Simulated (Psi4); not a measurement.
# USCS-MP2/def2-TZVPPD (density fitting) run of AlNH2Cl (SMILES [NH2][Al][Cl])

What is the energy difference between two shapes of AlNH2Cl at USCS-MP2/def2-TZVPPD (density fitting)? 

The calculation is run with Psi4 1.11.

## (1) The system as given

AlNH2Cl has 5 atoms, charge 0, and is taken as a doublet. SMILES: `[NH2][Al][Cl]`. The shape is that of a PBE0-D4/def2-TZVP optimisation. This is one conformer, not always the lowest.

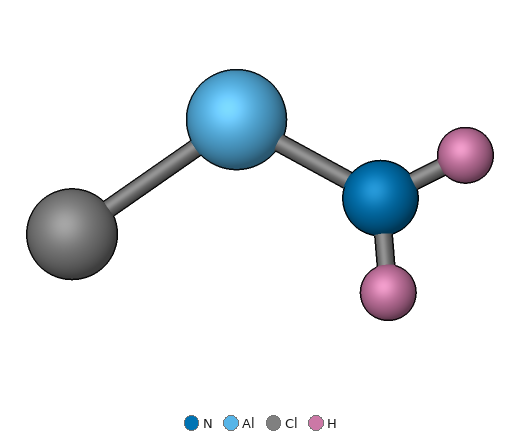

Viewed from a chosen angle; nitrogen blue, aluminium blue, chlorine grey, hydrogen pink.

## (2) The energy at USCS-MP2/def2-TZVPPD (density fitting)

File run.py:

```python
import psi4

psi4.set_memory('1600 MB')
psi4.set_num_threads(1)
psi4.core.set_output_file('alclh2n.out', False)

geom = psi4.geometry("""
0 2
N     -0.549400     0.461700    -0.232000
Al     0.402600    -0.291600     1.049100
Cl     1.907000    -1.649700     0.440800
H     -1.293600     1.123300    -0.083500
H     -0.416600     0.282700    -1.215900
""")

psi4.set_options({
    'basis': 'def2-TZVPPD',
    'reference': 'uhf',
    'scf_type': 'df',
    'freeze_core': True,
    'mp2_type': 'df',
})

energy_value, wavefunction = psi4.energy('scs-mp2', molecule=geom, return_wfn=True)
print(f'scs-mp2 energy: {energy_value:.10f} Eh')
```

Started as:

```bash
$ python run.py
```

alclh2n.out:

```text
[...]
  Running in c1 symmetry.
[...]
  Nuclear repulsion =  119.524169334353630
[...]
  Multiplicity = 2
[...]
  Nalpha       = 20
  Nbeta        = 19
[...]
    Number of basis functions: 170
[...]
   @DF-UHF iter   1:  -757.02157316803027   -6.78701e-01   3.35067e-03 ADIIS/DIIS
[...]
   @DF-UHF iter  14:  -757.16602190287961   -2.47837e-11   6.67786e-09 DIIS
[...]
   @S^2 Observed:                7.527922574E-01
[...]
    Orbital Energies [Eh]
    ---------------------
    Alpha Occupied:
       1A   -104.808942     2A    -58.507081     3A    -15.538960
       4A    -10.538596     5A     -8.006452     6A     -8.004190
       7A     -8.004081     8A     -4.921398     9A     -3.236993
      10A     -3.233102    11A     -3.231978    12A     -1.122291
      13A     -1.069992    14A     -0.653546    15A     -0.615178
      16A     -0.525668    17A     -0.463205    18A     -0.461841
      19A     -0.410278    20A     -0.325706
    Alpha Virtual:
      21A      0.048532    22A      0.054264    23A      0.071683
      24A      0.082750    25A      0.098546    26A      0.102481
[...]
  @DF-UHF Final Energy:  -757.16602190287961
   => Energetics <=
    Nuclear Repulsion Energy =            119.5241693343536298
    One-Electron Energy =               -1286.4583347595823852
    Two-Electron Energy =                 409.7681435223490780
    Total Energy =                       -757.1660219028796064
  UHF NO Occupations:
  HONO-2 :   18  A 1.9994731
  HONO-1 :   19  A 1.9993490
[...]
 Multipole Moments:
 ------------------------------------------------------------------------------------
     Multipole            Electronic (a.u.)      Nuclear  (a.u.)        Total (a.u.)
 ------------------------------------------------------------------------------------
 L = 1.  Multiply by 2.5417464519 to convert [e a0] to [Debye]
 Dipole X            :          3.0562438           -3.7462745           -0.6900306
 Dipole Y            :         -2.5121983            3.1189524            0.6067541
 Dipole Z            :          2.6362752           -2.6086102            0.0276650
 Magnitude           :                                                    0.9192705
[...]
	SCS-MP2 Total Energy (a.u.)        :  -757.61995864217772
	SOS-MP2 Total Energy (a.u.)        :  -757.58207782727504
	SCSN-MP2 Total Energy (a.u.)       :  -757.36603260556547
[...]
	SOS-PI-MP2 Total Energy (a.u.)     :  -757.65142048134089
[...]
	MP2 Total Energy (a.u.)            :  -757.62637761791700
[...]
```

Standard output:

```text
scs-mp2 energy: -757.6199586422 Eh
```

Run time: 20 s. Hardware: 1 thread of Intel Xeon 6975P-C (Granite Rapids), shared host; peak memory 1.7 GiB.

## (3) The distorted shape at the same level

File alclh2n.json:

```json
{
 "schema_name": "qcschema_input",
 "schema_version": 1,
 "molecule": {
  "schema_name": "qcschema_molecule",
  "schema_version": 2,
  "symbols": ["N", "Al", "Cl", "H", "H"],
  "geometry": [-1.05219195, 0.87697843, -0.43341247, 0.72706835, -0.50381988, 2.03042946, 3.64927658, -3.14531307, 0.82922505, -2.35075316, 2.04837052, -0.24914149, -0.87195932, 0.53979649, -2.23169474],
  "molecular_charge": 0,
  "molecular_multiplicity": 2
 },
 "driver": "energy",
 "model": {
  "method": "scs-mp2",
  "basis": "def2-TZVPPD"
 },
 "keywords": {
  "reference": "uhf",
  "scf_type": "df",
  "freeze_core": true,
  "mp2_type": "df"
 }
}
```

Started as:

```bash
$ psi4 --qcschema alclh2n.json -n 1 --memory 1600MB
```

stdout:

```text
[...]
  Running in c1 symmetry.
[...]
  Nuclear repulsion =  118.214560107976041
[...]
  Multiplicity = 2
[...]
  Nalpha       = 20
  Nbeta        = 19
[...]
    Number of basis functions: 170
[...]
   @DF-UHF iter   1:  -757.00976224924341   -6.59093e-01   3.44068e-03 ADIIS/DIIS
[...]
   @DF-UHF iter  14:  -757.16008709241510   -1.80762e-11   5.71198e-09 DIIS
[...]
   @S^2 Observed:                7.529172074E-01
[...]
    Orbital Energies [Eh]
    ---------------------
    Alpha Occupied:
       1A   -104.804948     2A    -58.515168     3A    -15.528982
       4A    -10.533690     5A     -8.001633     6A     -7.999312
       7A     -7.999226     8A     -4.928354     9A     -3.243769
      10A     -3.240077    11A     -3.238634    12A     -1.147865
      13A     -1.060507    14A     -0.671799    15A     -0.628482
      16A     -0.519666    17A     -0.455874    18A     -0.454338
      19A     -0.413878    20A     -0.332810
    Alpha Virtual:
      21A      0.044973    22A      0.054079    23A      0.070964
      24A      0.082444    25A      0.098073    26A      0.104135
[...]
  @DF-UHF Final Energy:  -757.16008709241510
   => Energetics <=
    Nuclear Repulsion Energy =            118.2145601079760411
    One-Electron Energy =               -1283.7591162460639680
    Two-Electron Energy =                 408.3844690456728586
    Total Energy =                       -757.1600870924150968
  UHF NO Occupations:
  HONO-2 :   18  A 1.9994881
  HONO-1 :   19  A 1.9992800
[...]
 Multipole Moments:
 ------------------------------------------------------------------------------------
     Multipole            Electronic (a.u.)      Nuclear  (a.u.)        Total (a.u.)
 ------------------------------------------------------------------------------------
 L = 1.  Multiply by 2.5417464519 to convert [e a0] to [Debye]
 Dipole X            :          2.9484290           -3.7473568           -0.7989278
 Dipole Y            :         -2.3803868            3.0750686            0.6946818
 Dipole Z            :          2.7353534           -2.6431127            0.0922407
 Magnitude           :                                                    1.0627214
[...]
	SCS-MP2 Total Energy (a.u.)        :  -757.61162834740423
	SOS-MP2 Total Energy (a.u.)        :  -757.57397616563503
	SCSN-MP2 Total Energy (a.u.)       :  -757.35889061215642
[...]
	SOS-PI-MP2 Total Energy (a.u.)     :  -757.64295767783835
[...]
	MP2 Total Energy (a.u.)            :  -757.61795119873932
[...]
```

The result, in JSON:

```text
{
 "driver": "energy",
 "model": {
  "method": "scs-mp2",
  "basis": "def2-TZVPPD"
 },
 "success": true,
 "return_result": -757.6116283474042,
 "properties": {
  "calcinfo_nbasis": 170,
  "calcinfo_nmo": 170,
  "calcinfo_nalpha": 20,
  "calcinfo_nbeta": 19,
  "calcinfo_natom": 5,
  "nuclear_repulsion_energy": 118.21456010797604,
  "return_energy": -757.6116283474042,
  "scf_one_electron_energy": -1283.759116246064,
  "scf_two_electron_energy": 408.38446904567286,
  "scf_dipole_moment": [-0.7989278302864968, 0.6946818287014596, 0.09224065120653613],
  "scf_total_energy": -757.1600870924151,
  "scf_iterations": 14,
  "mp2_same_spin_correlation_energy": -0.11295654530758234,
  "mp2_opposite_spin_correlation_energy": -0.34490756101662723,
  "mp2_singles_energy": 0.0,
  "mp2_doubles_energy": -0.4578641063242096,
  "mp2_correlation_energy": -0.45786410632422303,
  "mp2_total_energy": -757.6179511987393
 }
}
```

Run time: 20 s. Hardware: 1 thread of Intel Xeon 6975P-C (Granite Rapids), shared host; peak memory 1.7 GiB.

## (4) Outcome

At USCS-MP2/def2-TZVPPD (density fitting), 11 core orbitals frozen:

| quantity | value |
| --- | --- |
| first shape: total energy | -757.61996 Eh |
| first shape: HOMO energy (Hartree–Fock orbitals) (highest over α and β) | -8.86 eV |
| first shape: LUMO energy (Hartree–Fock orbitals) (lowest over α and β) | 0.34 eV |
| first shape: correlation energy (11 core orbitals frozen) | -453.9 mEh |
| first shape: ⟨S²⟩ of the reference determinant | 0.753 |
| distorted shape: total energy | -757.61163 Eh |
| distorted shape: HOMO energy (Hartree–Fock orbitals) (highest over α and β) | -9.06 eV |
| distorted shape: LUMO energy (Hartree–Fock orbitals) (lowest over α and β) | 0.24 eV |
| distorted shape: correlation energy (11 core orbitals frozen) | -451.5 mEh |
| distorted shape: ⟨S²⟩ of the reference determinant | 0.753 |
| energy change with the atoms displaced | 0.227 eV |

With the atoms displaced the energy rises by 0.23 eV (21.9 kJ/mol). The first shape isn't relaxed at this level, so the change isn't measured from a minimum.
